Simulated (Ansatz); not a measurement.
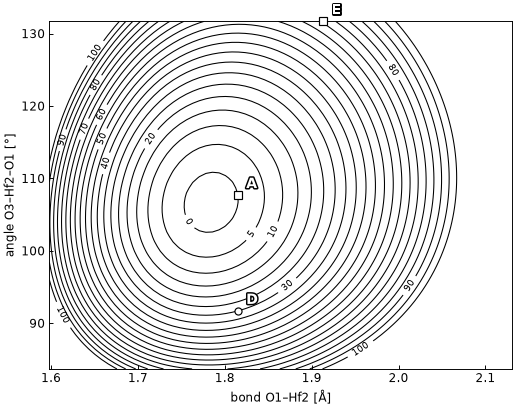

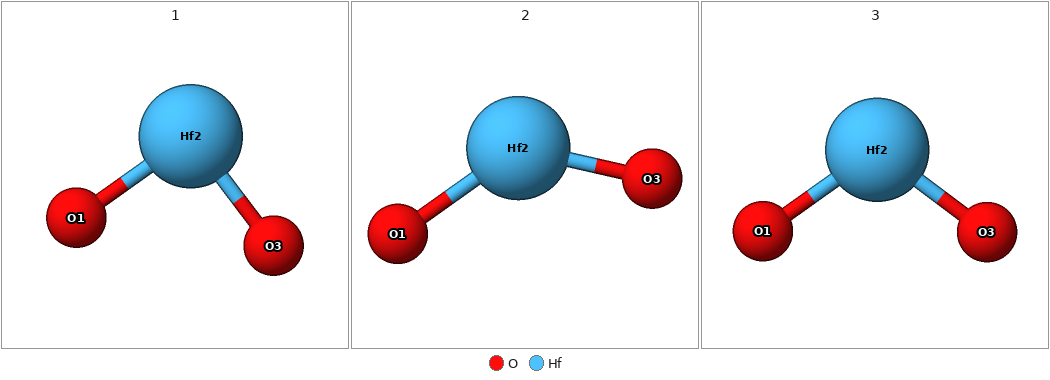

HfO₂, SMILES [O]=[Hf]=[O]. 
- Two internal coordinates are moved rigidly from the geometry relaxed at PBE0-D4/def2-TZVP, all others fixed.
- Coordinates scanned: (1) bond O1–Hf2; (2) angle O3–Hf2–O1.
- The scan uses a 7 × 7 grid.
- Points are written as (first, second).
- All energies are given in kJ/mol relative to the lowest grid point.
- Computed with Ansatz, RKS r2SCAN-D4/def2-TZVPP.

In the figure: contour lines labelled in kJ/mol (none above 100), lettered points. Between grid points the surface is interpolated. The numbered pictures are the structures at these points, in random order.

Question: Which structure belongs to which point?

Answer: A is structure 3: (1.815 Å, 107.7°), 0 kJ/mol; D is structure 1: (1.815 Å, 91.7°), 30 kJ/mol; E is structure 2: (1.913 Å, 131.7°), 71 kJ/mol.
